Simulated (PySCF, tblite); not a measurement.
# C5H11N3Si: infrared bands, NMR shifts and electronic excitations in gas and solvents, part 2 of 2

tblite 0.8.0 and PySCF 2.14.0. Atoms count from 0.

### Step 6. Excited states and response: wB97X-D/def2-SVPD

Job settings and geometry (Å):

```
{"job": {"kind": "uv", "xc": "wB97X-D", "basis": "def2-SVPD", "ip": true}, "charge": 0, "multiplicity": 1}
C     -1.273766     1.191050    -1.274323
Si    -0.603796    -0.109693    -0.102276
C     -1.517473    -0.067713     1.538232
C     -0.704965    -1.828446    -0.859379
C      1.211607     0.282167     0.194608
C      1.927679     1.470309     0.182971
N      3.225401     1.221720     0.485753
N      3.373535    -0.043840     0.685945
N      2.183902    -0.611524     0.518155
H     -0.734763     1.173973    -2.233914
H     -1.171974     2.200183    -0.844984
H     -2.342853     1.020731    -1.477499
H     -2.590956    -0.270921     1.395782
H     -1.119118    -0.821612     2.235099
H     -1.416911     0.918720     2.016746
H     -0.135425    -1.883642    -1.800203
H     -1.751379    -2.091198    -1.082413
H     -0.316302    -2.601348    -0.176473
H      1.576693     2.478208    -0.029784
H      2.101987    -1.616076     0.621809
```

Level: TDDFT wB97X-D/def2-SVPD, vertical, gas phase, core orbitals frozen in the response.

The program printed:

```text
coarse grid: 17064 points
cycle   1  E = -650.2943516041  dE =  1.371e+00  |g| = 4.937e-01  |ddm| = 7.010e+00
cycle   2  E = -650.3085273887  dE = -1.418e-02  |g| = 4.853e-01  |ddm| = 1.751e+00
cycle   3  E = -650.3575259667  dE = -4.900e-02  |g| = 1.087e-01  |ddm| = 9.295e-01
cycle   4  E = -650.3599440041  dE = -2.418e-03  |g| = 3.455e-02  |ddm| = 2.475e-01
cycle   5  E = -650.3602460705  dE = -3.021e-04  |g| = 6.540e-03  |ddm| = 8.444e-02
cycle   6  E = -650.3602604243  dE = -1.435e-05  |g| = 2.609e-03  |ddm| = 2.713e-02
cycle   7  E = -650.3602623469  dE = -1.923e-06  |g| = 1.051e-03  |ddm| = 6.805e-03
final grid: 160040 points
cycle   8  E = -650.4482505732  dE = -1.050e-04  |g| = 5.839e-03  |ddm| = 2.061e-01
cycle   9  E = -650.4482524379  dE = -1.865e-06  |g| = 5.662e-03  |ddm| = 2.699e-02
cycle  10  E = -650.4482592489  dE = -6.811e-06  |g| = 6.662e-04  |ddm| = 1.166e-02
cycle  11  E = -650.4482593545  dE = -1.055e-07  |g| = 4.260e-04  |ddm| = 3.189e-03
cycle  12  E = -650.4482593993  dE = -4.485e-08  |g| = 1.268e-04  |ddm| = 1.561e-03
cycle  13  E = -650.4482594031  dE = -3.782e-09  |g| = 3.127e-05  |ddm| = 3.105e-04
cycle  14  E = -650.4482594036  dE = -5.311e-10  |g| = 8.257e-06  |ddm| = 1.819e-04
converged SCF energy = -650.4482594036

Static polarisability (au): isotropic 103.135, principal 86.061 103.978 119.366

Singlet excitations
state   eV       nm        f      main configurations
  1   5.7545    215.5   0.00661   H-1->L 0.89
  2   6.5574    189.1   0.25133   H->L 0.89
  3   7.0604    175.6   0.00304   H-1->L+3 0.59, H-1->L+4 0.24
  4   7.1748    172.8   0.02975   H-2->L 0.39, H->L+3 0.25, H-4->L 0.12
  5   7.1890    172.5   0.01104   H-4->L 0.55, H-3->L 0.14
  6   7.3396    168.9   0.01699   H->L+1 0.78, H->L+5 0.11
  7   7.8410    158.1   0.01959   H->L+2 0.65
  8   7.9050    156.8   0.02663   H-1->L+1 0.59, H-1->L+5 0.14, H->L+2 0.09
  9   8.1694    151.8   0.19388   H->L+3 0.37, H-2->L 0.34, H->L+4 0.10
 10   8.3487    148.5   0.03700   H-2->L+1 0.53, H-5->L+1 0.10, H->L+5 0.08

Triplet excitations (Tamm-Dancoff, eV): 4.5839 4.8727 5.7509 6.0020
Vertical ionisation energy (delta-SCF) = 9.4162 eV
```

It took 4.8 min on 1 thread of Arm Neoverse V1, shared host; peak memory 1.3 GiB.

The orbitals next to the gap, with their largest atomic shares:

```
orbital      eV                       atoms
 HOMO−3  -11.01  C0 31 %, Si1 18 %, C3 12 %
 HOMO−2  -10.52   N8 30 %, N6 30 %, C5 12 %
 HOMO−1   -9.54   N6 51 %, N7 24 %, C5 10 %
   HOMO   -9.30   C4 26 %, C5 26 %, N7 22 %
   LUMO    1.48   N7 23 %, C4 20 %, N8 19 %
 LUMO+1    1.72  Si1 16 %, C3 13 %, H19 9 %
 LUMO+2    2.42  C0 15 %, H19 14 %, H10 8 %
```

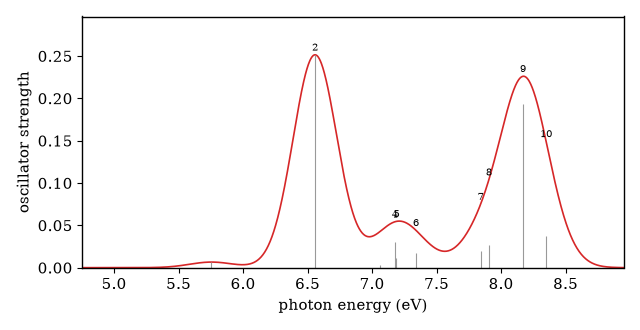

Absorption spectrum from the 10 singlet states computed; above the last one it falls off for lack of states. Lines are broadened to a width of 0.40 eV (Gaussian).

Further results of this job:

```
           property  computed
  dipole moment (D)      5.26
polarisability (Å³)     15.28
 HOMO–LUMO gap (eV)     10.78
      −ε(HOMO) (eV)      9.30
```

### Step 7. Shielding tensors: KT2/pcSseg-1

The job, as its differences from that of step 6:

```diff
@@ -1,2 +1,2 @@
-{"job": {"kind": "uv", "xc": "wB97X-D", "basis": "def2-SVPD", "ip": true}, "charge": 0, "multiplicity": 1}
+{"job": {"kind": "nmr", "xc": "KT2", "basis": "pcSseg-1", "pop": false}, "charge": 0, "multiplicity": 1}
 C     -1.273766     1.191050    -1.274323
```

With the program's defaults for keys left out, this is: GIAO KT2/pcSseg-1 NMR shielding, non-relativistic, gas phase.

The program printed:

```text
coarse grid: 17064 points
cycle   1  E = -659.3944413597  dE =  1.029e+00  |g| = 7.140e-01  |ddm| = 4.152e+00
cycle   2  E = -659.1611437482  dE =  2.333e-01  |g| = 1.181e+00  |ddm| = 1.800e+00
cycle   3  E = -659.5024096978  dE = -3.413e-01  |g| = 3.658e-01  |ddm| = 1.305e+00
cycle   4  E = -659.5324115273  dE = -3.000e-02  |g| = 6.844e-02  |ddm| = 3.434e-01
cycle   5  E = -659.5334637139  dE = -1.052e-03  |g| = 1.855e-02  |ddm| = 8.713e-02
cycle   6  E = -659.5335471440  dE = -8.343e-05  |g| = 8.131e-03  |ddm| = 3.015e-02
cycle   7  E = -659.5335598625  dE = -1.272e-05  |g| = 3.353e-03  |ddm| = 9.509e-03
cycle   8  E = -659.5335627637  dE = -2.901e-06  |g| = 7.294e-04  |ddm| = 3.935e-03
final grid: 160040 points
cycle   9  E = -659.5237867307  dE = -3.198e-04  |g| = 2.020e-02  |ddm| = 7.128e-02
cycle  10  E = -659.5237184928  dE =  6.824e-05  |g| = 2.490e-02  |ddm| = 3.809e-02
cycle  11  E = -659.5238649194  dE = -1.464e-04  |g| = 4.958e-03  |ddm| = 2.483e-02
cycle  12  E = -659.5238692727  dE = -4.353e-06  |g| = 2.638e-03  |ddm| = 6.672e-03
cycle  13  E = -659.5238709675  dE = -1.695e-06  |g| = 2.214e-04  |ddm| = 2.536e-03
cycle  14  E = -659.5238709785  dE = -1.099e-08  |g| = 1.084e-04  |ddm| = 3.715e-04
cycle  15  E = -659.5238709812  dE = -2.769e-09  |g| = 2.482e-05  |ddm| = 9.791e-05
cycle  16  E = -659.5238709814  dE = -1.312e-10  |g| = 9.563e-06  |ddm| = 2.520e-05
converged SCF energy = -659.5238709814

GIAO shielding tensors (ppm)
atom      isotropic    diamagn.    paramagn.     s11        s22        s33       span
  0 C      184.865     255.756     -70.890    180.008    184.475    190.113     10.105
  1 Si     373.559     887.177    -513.618    351.060    379.532    390.085     39.025
  2 C      181.455     255.341     -73.886    177.676    178.971    187.718     10.043
  3 C      184.687     255.980     -71.293    181.866    182.303    189.891      8.024
  4 C       59.281     258.178    -198.897     -8.035     25.825    160.054    168.089
  5 C       52.328     253.283    -200.956    -25.852     63.395    119.441    145.293
  6 N      -93.481     327.702    -421.182   -308.992   -157.827    186.376    495.368
  7 N     -111.514     316.662    -428.176   -344.854   -114.634    124.946    469.800
  8 N       22.698     323.931    -301.233   -122.685     78.483    112.296    234.980
  9 H       30.811      31.675      -0.864     27.115     28.091     37.227     10.113
 10 H       30.592      32.009      -1.417     26.157     28.326     37.292     11.135
 11 H       30.917      30.450       0.468     26.445     28.467     37.840     11.395
 12 H       30.945      30.420       0.526     27.069     27.901     37.866     10.797
 13 H       30.934      31.665      -0.732     26.430     29.144     37.227     10.797
 14 H       30.887      31.470      -0.583     26.508     28.923     37.230     10.722
 15 H       30.864      31.883      -1.019     27.327     28.031     37.233      9.906
 16 H       30.795      30.560       0.235     26.353     28.374     37.659     11.305
 17 H       30.803      32.441      -1.638     26.492     28.547     37.369     10.877
 18 H       23.674      31.980      -8.306     20.578     22.352     28.092      7.514
 19 H       20.895      34.214     -13.318     15.926     20.997     25.762      9.836
```

Run time: 56 s. Hardware: 1 thread of Arm Neoverse V1, shared host; peak memory 0.87 GiB.

This run: δ C5 130.9, C4 123.9, C0 -0.4, Si1 -12.5, H19 10.28, H18 7.51 ppm (means over like atoms).

### Step 8. Nuclear shieldings: PBE0/pcSseg-1 in chloroform

The job, as its differences from that of step 7:

```diff
@@ -1,2 +1,2 @@
-{"job": {"kind": "nmr", "xc": "KT2", "basis": "pcSseg-1", "pop": false}, "charge": 0, "multiplicity": 1}
+{"job": {"kind": "nmr", "xc": "PBE0", "basis": "pcSseg-1", "solvent": "chloroform", "pop": true}, "charge": 0, "multiplicity": 1}
 C     -1.273766     1.191050    -1.274323
```

With the program's defaults for keys left out, this is: GIAO PBE0/pcSseg-1 NMR shielding, non-relativistic, IEF-PCM chloroform.

The program printed:

```text
coarse grid: 17064 points
cycle   1  E = -650.1917955131  dE =  1.180e+00  |g| = 5.871e-01  |ddm| = 4.102e+00
cycle   2  E = -650.1500180718  dE =  4.178e-02  |g| = 7.297e-01  |ddm| = 1.025e+00
cycle   3  E = -650.2718024767  dE = -1.218e-01  |g| = 1.576e-01  |ddm| = 6.074e-01
cycle   4  E = -650.2765380548  dE = -4.736e-03  |g| = 4.684e-02  |ddm| = 1.336e-01
cycle   5  E = -650.2770225521  dE = -4.845e-04  |g| = 7.768e-03  |ddm| = 3.987e-02
cycle   6  E = -650.2770333662  dE = -1.081e-05  |g| = 3.661e-03  |ddm| = 9.493e-03
cycle   7  E = -650.2770359865  dE = -2.620e-06  |g| = 7.579e-04  |ddm| = 2.743e-03
final grid: 160040 points
cycle   8  E = -650.3247283863  dE = -3.928e-05  |g| = 8.749e-03  |ddm| = 3.344e-02
cycle   9  E = -650.3247249390  dE =  3.447e-06  |g| = 9.699e-03  |ddm| = 1.433e-02
cycle  10  E = -650.3247468957  dE = -2.196e-05  |g| = 9.918e-04  |ddm| = 7.128e-03
cycle  11  E = -650.3247471157  dE = -2.200e-07  |g| = 3.026e-04  |ddm| = 1.045e-03
cycle  12  E = -650.3247471344  dE = -1.869e-08  |g| = 1.094e-04  |ddm| = 2.897e-04
cycle  13  E = -650.3247471367  dE = -2.252e-09  |g| = 3.827e-05  |ddm| = 9.527e-05
cycle  14  E = -650.3247471369  dE = -2.813e-10  |g| = 1.013e-05  |ddm| = 3.288e-05
converged SCF energy = -650.3247471369

GIAO shielding tensors (ppm)
atom      isotropic    diamagn.    paramagn.     s11        s22        s33       span
  0 C      187.076     256.302     -69.226    182.783    186.645    191.800      9.017
  1 Si     362.136     883.178    -521.042    337.195    370.369    378.846     41.651
  2 C      184.027     255.844     -71.817    180.801    181.928    189.351      8.550
  3 C      186.994     256.369     -69.374    184.329    184.872    191.782      7.453
  4 C       45.520     256.757    -211.237    -31.511      8.786    159.285    190.797
  5 C       40.979     252.956    -211.977    -44.921     46.860    120.999    165.920
  6 N     -114.449     331.389    -445.838   -348.215   -187.338    192.207    540.421
  7 N     -132.542     317.667    -450.209   -385.110   -146.694    134.179    519.289
  8 N        1.878     323.533    -321.655   -160.250     49.199    116.684    276.935
  9 H       30.912      31.601      -0.689     27.049     28.107     37.580     10.531
 10 H       30.616      31.907      -1.291     26.035     28.200     37.612     11.577
 11 H       30.899      30.380       0.519     26.255     28.359     38.084     11.828
 12 H       30.941      30.333       0.609     26.875     27.847     38.102     11.227
 13 H       30.984      31.565      -0.581     26.281     29.071     37.601     11.320
 14 H       30.994      31.409      -0.415     26.411     28.933     37.637     11.226
 15 H       30.949      31.750      -0.801     27.201     28.047     37.600     10.398
 16 H       30.833      30.469       0.365     26.224     28.317     37.958     11.733
 17 H       30.699      32.200      -1.501     26.180     28.281     37.635     11.454
 18 H       23.369      31.409      -8.040     20.118     21.923     28.066      7.948
 19 H       20.070      33.236     -13.166     14.880     19.985     25.344     10.464
```

Run time: 40 s. Hardware: 1 thread of Arm Neoverse V1, shared host; peak memory 1.3 GiB.

Key values: δ C5 144.2, C4 139.6, C0 -0.9, Si1 -10.3, H19 11.18, H18 7.88 ppm (means over like atoms).

### Step 9. Shielding tensors: PBE0/pcSseg-1 in tetrahydrofuran

The job, as its differences from that of step 8:

```diff
@@ -1,2 +1,2 @@
-{"job": {"kind": "nmr", "xc": "PBE0", "basis": "pcSseg-1", "solvent": "chloroform", "pop": true}, "charge": 0, "multiplicity": 1}
+{"job": {"kind": "nmr", "xc": "PBE0", "basis": "pcSseg-1", "solvent": "tetrahydrofuran", "pop": false}, "charge": 0, "multiplicity": 1}
 C     -1.273766     1.191050    -1.274323
```

Method: GIAO PBE0/pcSseg-1 NMR shielding, non-relativistic, IEF-PCM tetrahydrofuran.

The program printed:

```text
coarse grid: 17064 points
cycle   1  E = -650.1944070110  dE =  1.177e+00  |g| = 5.851e-01  |ddm| = 4.102e+00
cycle   2  E = -650.1545776247  dE =  3.983e-02  |g| = 7.219e-01  |ddm| = 1.016e+00
cycle   3  E = -650.2740702971  dE = -1.195e-01  |g| = 1.526e-01  |ddm| = 5.954e-01
cycle   4  E = -650.2784803742  dE = -4.410e-03  |g| = 4.634e-02  |ddm| = 1.292e-01
cycle   5  E = -650.2789528855  dE = -4.725e-04  |g| = 7.559e-03  |ddm| = 3.882e-02
cycle   6  E = -650.2789630358  dE = -1.015e-05  |g| = 3.586e-03  |ddm| = 9.318e-03
cycle   7  E = -650.2789655450  dE = -2.509e-06  |g| = 7.386e-04  |ddm| = 2.659e-03
final grid: 160040 points
cycle   8  E = -650.3266456477  dE = -3.936e-05  |g| = 8.725e-03  |ddm| = 3.336e-02
cycle   9  E = -650.3266423626  dE =  3.285e-06  |g| = 9.640e-03  |ddm| = 1.425e-02
cycle  10  E = -650.3266640601  dE = -2.170e-05  |g| = 9.685e-04  |ddm| = 7.058e-03
cycle  11  E = -650.3266642692  dE = -2.091e-07  |g| = 2.936e-04  |ddm| = 1.006e-03
cycle  12  E = -650.3266642868  dE = -1.761e-08  |g| = 1.028e-04  |ddm| = 2.759e-04
cycle  13  E = -650.3266642888  dE = -1.978e-09  |g| = 3.841e-05  |ddm| = 9.242e-05
cycle  14  E = -650.3266642891  dE = -2.822e-10  |g| = 1.008e-05  |ddm| = 3.278e-05
converged SCF energy = -650.3266642891

GIAO shielding tensors (ppm)
atom      isotropic    diamagn.    paramagn.     s11        s22        s33       span
  0 C      187.174     256.355     -69.181    182.864    186.725    191.933      9.068
  1 Si     361.965     883.167    -521.202    336.858    370.424    378.613     41.755
  2 C      184.173     255.890     -71.717    180.947    182.064    189.509      8.562
  3 C      187.101     256.391     -69.290    184.372    185.004    191.926      7.554
  4 C       44.993     256.565    -211.573    -32.282      8.028    159.232    191.514
  5 C       40.866     252.986    -212.120    -44.821     46.280    121.138    165.958
  6 N     -112.464     331.880    -444.344   -343.606   -186.287    192.500    536.106
  7 N     -131.038     317.995    -449.033   -381.339   -146.463    134.688    516.027
  8 N        0.756     323.408    -322.652   -161.372     46.477    117.162    278.534
  9 H       30.918      31.609      -0.691     27.054     28.113     37.587     10.533
 10 H       30.606      31.900      -1.294     26.020     28.185     37.613     11.593
 11 H       30.886      30.373       0.513     26.236     28.344     38.077     11.841
 12 H       30.927      30.324       0.603     26.853     27.832     38.096     11.243
 13 H       30.971      31.560      -0.588     26.259     29.053     37.603     11.344
 14 H       31.001      31.416      -0.415     26.412     28.941     37.650     11.238
 15 H       30.951      31.749      -0.797     27.194     28.054     37.606     10.412
 16 H       30.834      30.463       0.370     26.221     28.317     37.963     11.743
 17 H       30.655      32.165      -1.510     26.119     28.229     37.619     11.500
 18 H       23.344      31.381      -8.037     20.070     21.943     28.020      7.950
 19 H       19.963      33.106     -13.143     14.727     19.918     25.244     10.517
```

Run time: 37 s. Hardware: 1 thread of Arm Neoverse V1, shared host; peak memory 1.2 GiB.

This run: δ C5 144.4, C4 140.3, C0 -0.9, Si1 -10.1, H19 11.28, H18 7.90 ppm (means over like atoms).

### Step 10. Comparing the runs: NMR shifts

Shifts (ppm) of some atoms, chosen among heavy atoms and hydrogens apart, with basis size and wall time:

```
                             run     C5     C4    H19   H18     N7     N6     N8  functions  time
                   PBE0/pcSseg-1  142.7  135.3  10.54  7.74  408.4  392.4  257.2        215  39 s
                    KT2/pcSseg-1  130.9  123.9  10.28  7.51  375.8  357.8  241.6        215  56 s
     PBE0/pcSseg-1 in chloroform  144.2  139.6  11.18  7.88  400.3  382.2  265.9        215  40 s
PBE0/pcSseg-1 in tetrahydrofuran  144.4  140.3  11.28  7.90  399.1  380.6  267.3        215  37 s
```

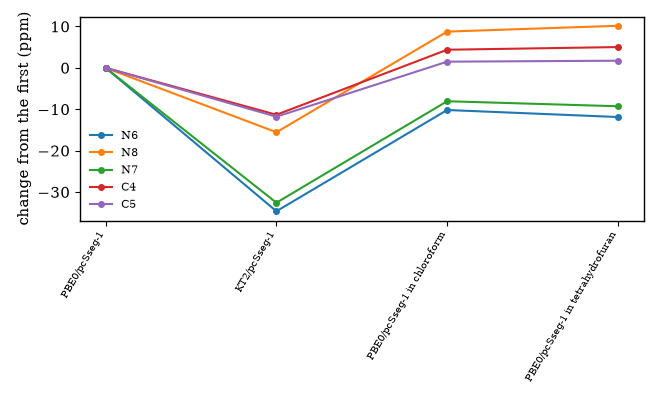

How five of the tabulated atoms move from run to run.

The continuum's effect on the ground state:

```
        solvent     ε  polarisation energy (Eh)  μ (D)
     chloroform  4.71                   -0.0143   6.27
tetrahydrofuran  7.43                   -0.0168   6.44
```

### Step 11. What came out

What follows sums up all 2 parts.

| quantity | value |
| --- | --- |
| strongest single infrared mode (GFN2-xTB) | 863 cm⁻¹, 253 km/mol |
| zero-point energy (GFN2-xTB) | 99.6 kcal/mol |
| point group | C1 |
| rotational constants (main isotopes) | 2.39, 0.89, 0.82 GHz |
| 13C shifts against TMS (PBE0/pcSseg-1, means over atoms taken as alike) | 142.7, 135.3, -0.9 ppm |
| 1H shifts against TMS (PBE0/pcSseg-1, means over atoms taken as alike) | 10.54, 7.74, 0.33 ppm |
| 29Si shifts against TMS (PBE0/pcSseg-1) | -11.2 ppm |
| 15N shifts against NH3 (PBE0/pcSseg-1) | 408.4, 392.4, 257.2 ppm |
| lowest singlet (wB97X-D/def2-SVPD) | 5.75 eV (215 nm), f = 0.007 |
| brightest single state of those computed | state 2, 6.56 eV, f = 0.251 |
| lowest triplet | 4.58 eV |
| vertical ionisation energy (ΔSCF) | 9.42 eV |
| range of the shift of N6 (PBE0/pcSseg-1 runs) | 380.6 to 392.4 ppm |

Relaxing lowered the energy by 0.604 eV in 84 steps; the close pair that moved most is C0–H11, from 1.143 to 1.086 Å (GFN2-xTB). The lowest mode is slightly imaginary (10i cm⁻¹), a soft motion within the noise of the Hessian, so the minimum is not strictly shown. The strongest single mode, at 863 cm⁻¹, has its largest shares on H11, H12, H16 and Si1 (the list is cut at 4 atoms). GFN2-xTB is a fitted tight-binding method: band positions and strengths are rough. Its intensities can rank the bands wrongly. The start of the PBE0/def2-SVP relaxation was shaken at random by about 0.01 Å, so part of the energy gained, and of the first lengths quoted, undoes that. NICS(1)zz of -36 ppm above the planar ring from C4 marks a diatropic (aromatic) ring current. The lowest singlet, at 5.75 eV, is HOMO−1→LUMO 0.89 and is weak; of the 10 states computed, the strongest absorption comes from state 2 at 6.56 eV. The lowest triplet lies 1.17 eV below the lowest singlet (triplets in Tamm-Dancoff, singlets in full TDDFT). ΔSCF puts the ionisation energy at 9.42 eV, 0.12 eV above −ε(HOMO). At one level, PBE0/pcSseg-1: Across the 3 runs the shift of N6 moves most, between 380.6 (PBE0/pcSseg-1 in tetrahydrofuran) and 392.4 ppm (PBE0/pcSseg-1). Each shift counts from a reference computed in the same medium, and that reference moves with the solvent too, so shifts and shieldings show the solvent's effect differently. The continuum holds electrostatics alone: no hydrogen bonds to the solvent, and the gas-phase geometry is kept. The conformer search found further structures of the same energy, which may be mirror or relabelled copies of this one.
